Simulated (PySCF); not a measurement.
## Electronic structure of CH3NSi···H2O (SMILES N#C[SiH3].O) in real space

```xyz
9

Si    0.4322   -0.2050    0.3956
C    -0.9055    0.3915   -0.7610
N    -1.7236    0.7201   -1.5136
H     0.3752    0.6970    1.5792
H     0.1148   -1.6011    0.7797
H     1.7352   -0.0603   -0.2989
O     0.2728   -1.8788   -2.2023
H    -0.4974   -1.3984   -2.5248
H     0.9383   -1.7739   -2.8874
```

Geometry: PBE0-D3(BJ)/def2-SVPD.

The calculation used PySCF 2.14.0, wB97M-D3(BJ)/def2-TZVPD, SCF density, gas phase.

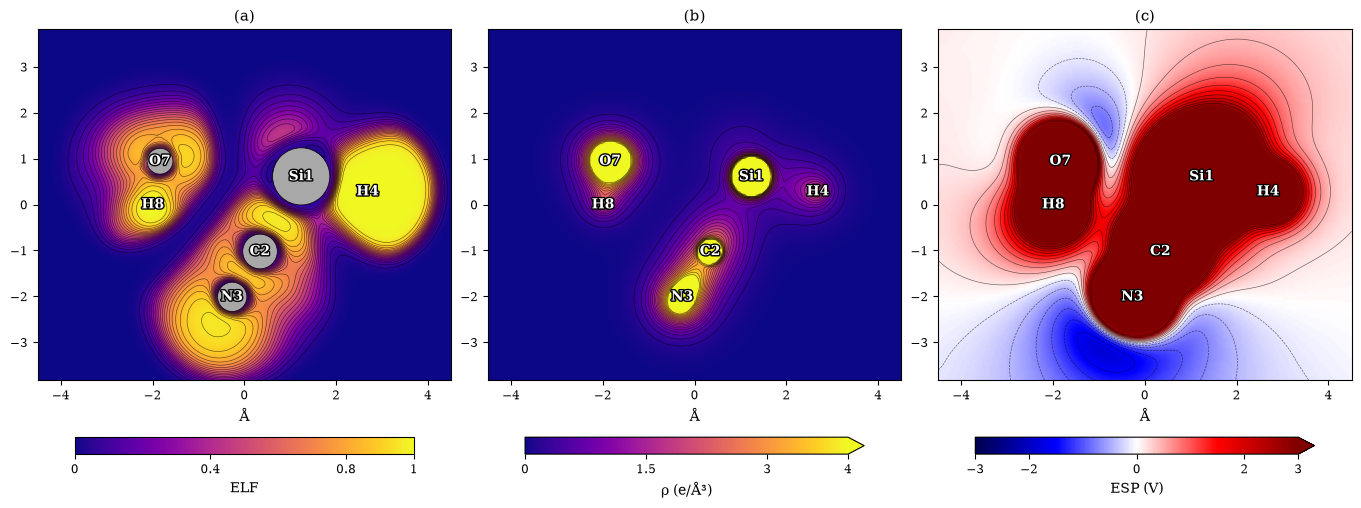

Figure 1. (a) ELF; (b) electron density; (c) molecular electrostatic potential on the plane of atoms C2, Si1 and H4. Grey discs cover the atomic cores in the ELF map.

Read the bonding off the picture.

Answer. Atoms in the plane: Si, C, N, H and O.
Si1···O7 (3.09 Å): the density falls to about 0.06 e/Å³ on the way; the ELF dips to about 0.05 between them.
C–N (1.16 Å): ρ at the midpoint is about 3.7 e/Å³; the ELF peaks at about 0.85 between the atoms: a short, multiple covalent bond.
C–Si (1.87 Å): ρ at the midpoint is about 0.9 e/Å³; the ELF peaks at about 0.95 between the atoms, as expected for localised, covalent bonding.
O–H (0.96 Å): ρ at the midpoint is about 3.8 e/Å³; the ELF climbs to about 1 towards the hydrogen, as it does in any bond to H: an ordinary covalent bond to hydrogen.
Si–H (1.49 Å): the density is about 0.81 e/Å³ at the midpoint; the ELF climbs to about 1 towards the hydrogen.
The ELF also peaks beside N3, away from the bonds: lone-pair regions.
Outside the dense part of the complex the potential is most negative (−1.8 V) near N3.

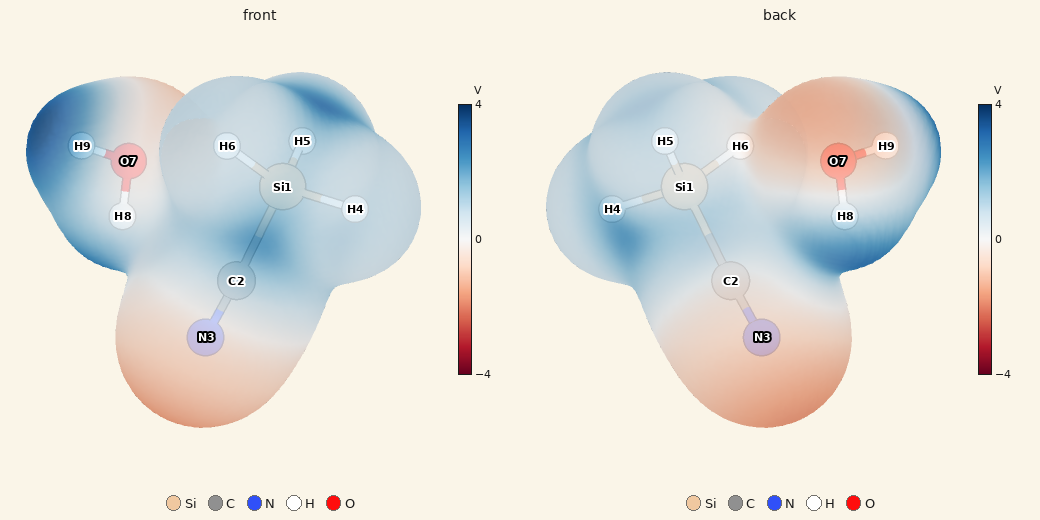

Figure 2. The molecular electrostatic potential painted on the density surface at 0.004 e/bohr³, seen from the front and from behind; the colour scale runs from red (negative) to blue (positive).

Which sites attract a positive test charge, and which a negative one?

Answer. A positive charge is drawn to the negative regions and a negative charge to the positive ones. The most negative region (about −1.7 V, or −39 kcal/mol for a unit charge) lies over N3, the most positive (about +3.5 V, or +81 kcal/mol for a unit charge) over H9. N3 is the likeliest acceptor of a hydrogen bond.

What dipole moment does the calculation give?

Answer. Its dipole moment is 2.64 D.
